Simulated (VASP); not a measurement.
Band structure of Fe (bcc). All values below come from r2SCAN+rVV10, VASP's PBE PAW potentials (set 64) (plane waves; VASP 6.6.1).

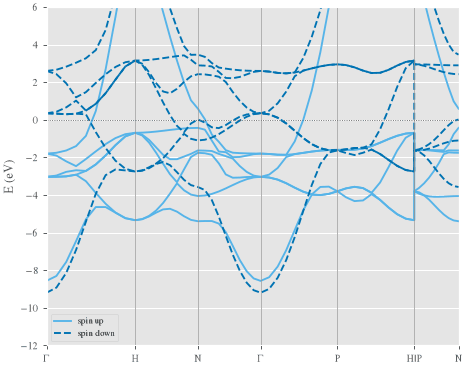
Fig. 1. Bands along high-symmetry lines, zero at the valence-band maximum or, without a gap, the Fermi level

### Question
Read the plot: is there a gap, and where are the band edges?

### Answer
It has no gap at this level: it comes out as a metal or semimetal.

The compound is Fe in the bcc structure. It was relaxed first.
